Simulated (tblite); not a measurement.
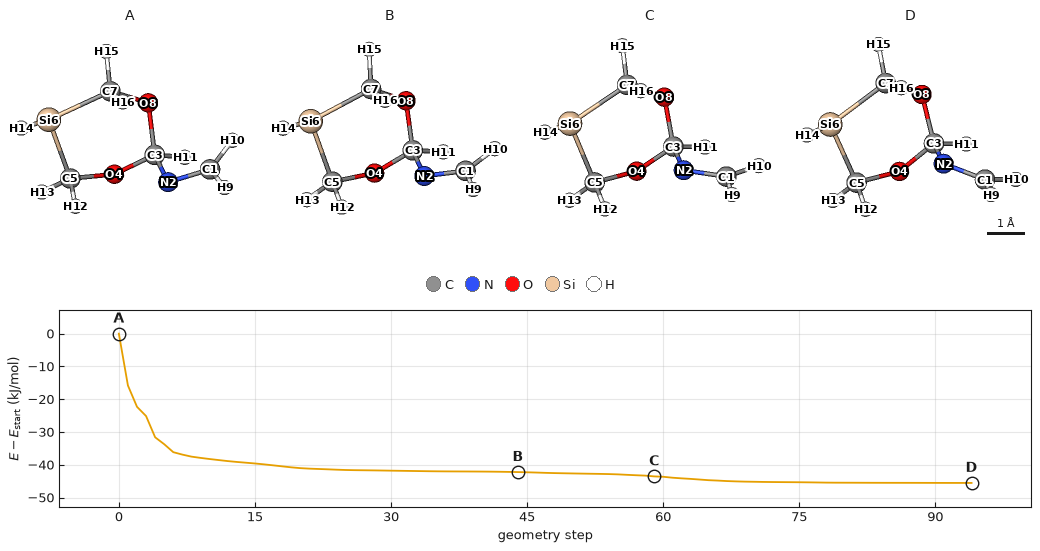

Frames of a relaxation of C₄H₈NO₂Si (multiplicity 2), marked on the history of the run. The picture is a ball-and-stick view, seen at a tilt.

Method: tblite, GFN2-xTB geometry optimisation, gas phase. 

**Describe the path.**

H10 moves most after the best rigid fit: 1.13 Å. By element the largest moves are H 1.13 Å, N 0.54 Å, C 0.32 Å, O 0.30 Å, Si 0.16 Å. Among the contacts that change: C3–O4 1.446 → 1.389 Å, C1–N2 1.295 → 1.249 Å, C5–Si6 1.882 → 1.914 Å, Si6–C7 1.891 → 1.914 Å. Among the angles between lasting bonds that change: C1–N2–C3 112.8° → 120.1°, Si6–C7–O8 116.0° → 109.9°, Si6–C5–H13 108.5° → 114.5°. Groups turn about N2–C3 by about 50°. After 94 geometry steps the energy has fallen by 45.5 kJ/mol. Cost: 0.57 s on 1 thread of Arm Neoverse V2 (shared host). From step 0 to 44: H9 moves most (0.32 Å), energy −42.2 kJ/mol. From step 44 to 59: H10 moves most (0.51 Å), energy −1.32 kJ/mol. From step 59 to 94: H10 moves most (0.41 Å), energy −2.00 kJ/mol.
